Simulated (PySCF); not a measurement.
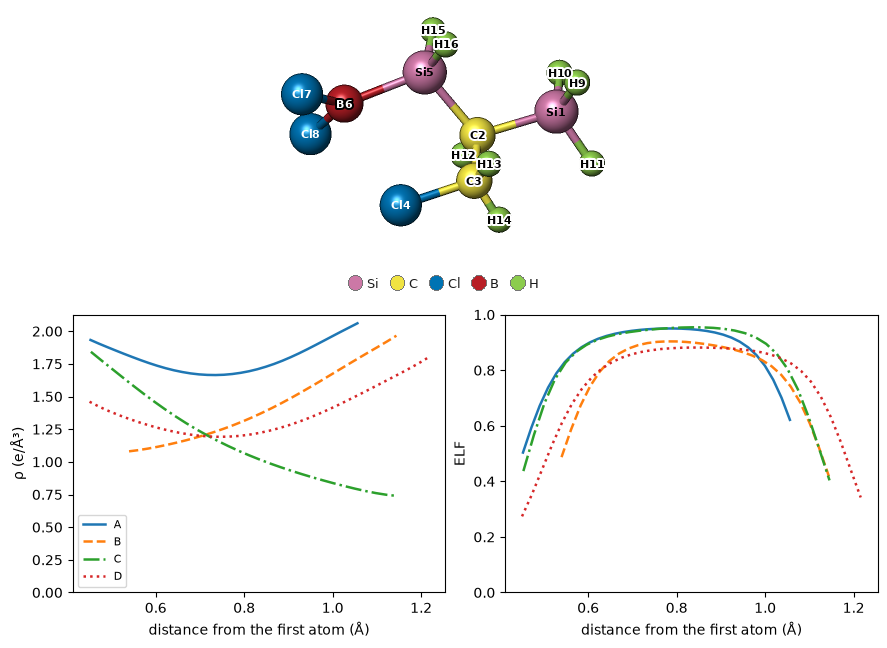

*C2H8BCl3Si2. Total electron density and ELF along straight lines between neighbouring atoms. The curves leave out the atomic cores. The structure is drawn too.*

Geometry: GFN2-xTB.

Method: PBE0/pcSseg-1, SCF density, gas phase, non-relativistic (PySCF 2.14.0).

```yaml
atoms:
  - { symbol: Si, position_ang: [-2.2862, 0.4545, -0.1043] }
  - { symbol: C, position_ang: [-0.5350, -0.2229, 0.2407] }
  - { symbol: C, position_ang: [-0.2257, -1.3415, -0.7230] }
  - { symbol: Cl, position_ang: [1.4121, -2.0344, -0.4343] }
  - { symbol: Si, position_ang: [0.8511, 1.1086, 0.1998] }
  - { symbol: B, position_ang: [2.5863, 0.2585, 0.6650] }
  - { symbol: Cl, position_ang: [3.9541, 0.3171, -0.3876] }
  - { symbol: Cl, position_ang: [2.8535, -0.4029, 2.2412] }
  - { symbol: H, position_ang: [-2.3173, 1.0725, -1.4287] }
  - { symbol: H, position_ang: [-2.6260, 1.4215, 0.9340] }
  - { symbol: H, position_ang: [-3.2346, -0.6642, -0.0756] }
  - { symbol: H, position_ang: [-0.5460, -0.6414, 1.2520] }
  - { symbol: H, position_ang: [-0.2214, -0.9929, -1.7552] }
  - { symbol: H, position_ang: [-0.9157, -2.1804, -0.6269] }
  - { symbol: H, position_ang: [0.4244, 2.1557, 1.1380] }
  - { symbol: H, position_ang: [0.8189, 1.7012, -1.1464] }
```

Which curve belongs to which contact (B–Cl, C–C, C–Cl and C–Si)? The first atom named is at distance zero.

Curve A: C–C (1.51 Å): ρ at the midpoint is about 1.7 e/Å³; the ELF peaks at about 0.95 between the atoms (localised, covalent bonding). Curve B: B–Cl (1.73 Å): ρ at the midpoint is about 1.4 e/Å³; the ELF peaks at about 0.90 between the atoms, as expected for a polar covalent bond. Curve C: C–Si (1.91 Å): ρ is about 0.88 e/Å³ halfway; the ELF peaks at about 0.95 between the atoms: a shared electron pair. Curve D: C–Cl (1.80 Å): the density is about 1.3 e/Å³ at the midpoint; the ELF peaks at about 0.90 between the atoms, as expected for a covalent bond.
